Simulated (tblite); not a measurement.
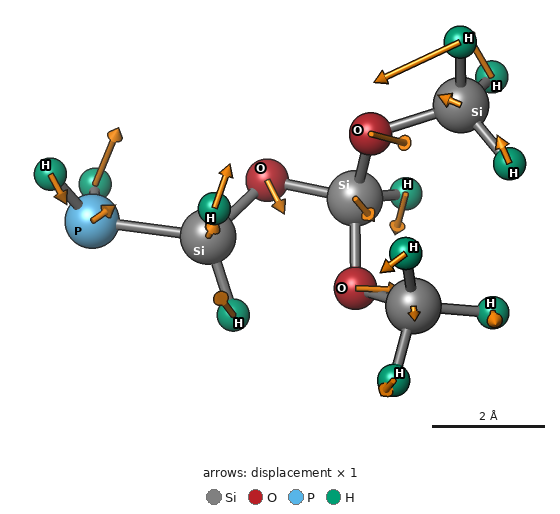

A relaxation of Si₄PH₁₁O₃. The starting structure is drawn; orange arrows show the displacements, at their true length. The two geometries are superimposed by the best rigid fit.

The picture is a ball-and-stick view, seen at a tilt.

The calculation used GFN2-xTB geometry optimisation, gas phase in tblite. 

Q: What did the optimiser do to the structure, and how much energy did it gain?

A: After 243 geometry steps the energy has fallen by 2.142 eV. The atom that moves furthest after the best rigid fit is an H atom (1.74 Å). By element the largest moves are H 1.74 Å, O 1.46 Å, Si 0.76 Å, P 0.59 Å. Among the contacts that change: Si–Si 2.735 → 3.046 Å, O–Si 1.728 → 1.619 Å, O–Si 1.711 → 1.610 Å, O–Si 1.702 → 1.622 Å. Bond angles that change, for instance: Si–O–Si 105.3° → 140.7°, Si–O–Si 114.2° → 146.3°, Si–O–Si 115.4° → 147.0°. Groups turn about O–Si by about 135°, O–Si by about 135°, O–Si by about 80°. The run took 5.2 s on 1 thread of Arm Neoverse N1, on a shared host.
